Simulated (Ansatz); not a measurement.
| atom | x (Å) | y (Å) | z (Å) |
| --- | --- | --- | --- |
| C | -1.2152 | 1.7509 | 0.8973 |
| O | -0.4667 | 0.6151 | 0.5925 |
| In | 0.3054 | 0.0149 | -1.1660 |
| C | 1.3083 | -1.9282 | -0.8736 |
| H | -0.7891 | 2.6751 | 0.4812 |
| H | -1.2546 | 1.8756 | 1.9870 |
| H | -2.2523 | 1.6771 | 0.5403 |
| H | 1.3923 | -2.0603 | 0.2053 |
| H | 2.2869 | -1.9139 | -1.3501 |
| H | 0.6849 | -2.7062 | -1.3139 |

Geometry: PBE0-D4/def2-TZVP; core potentials replace the inner electrons of In.

These are results of Ansatz, UKS PBE0-D4/def2-TZVPP, not measurements.

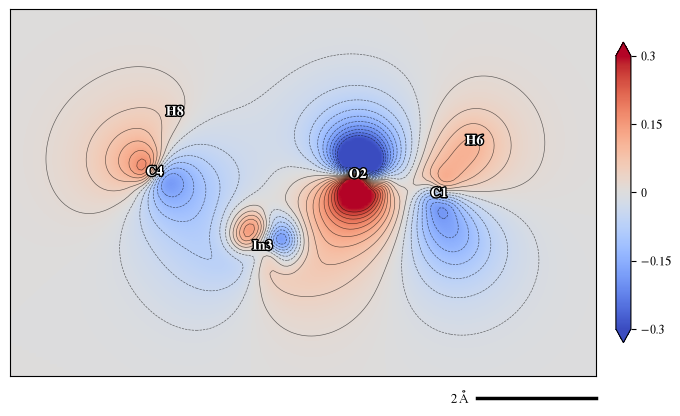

C$_{2}$H$_{6}$InO (SMILES C[O][In][CH3]) (doublet). The HOMO−1 (β) on the plane of atoms O2, In3 and C4 (values in Å⁻³ᐟ²; the overall sign is arbitrary).

Where does this orbital lie, and at what energy?

Answer. Its weight (Hirshfeld) is mainly on O2 (about 60 %), C1 (about 15 %), In3 (about 10 %) and H5 (about 10 %). Its energy is −7.09 eV.
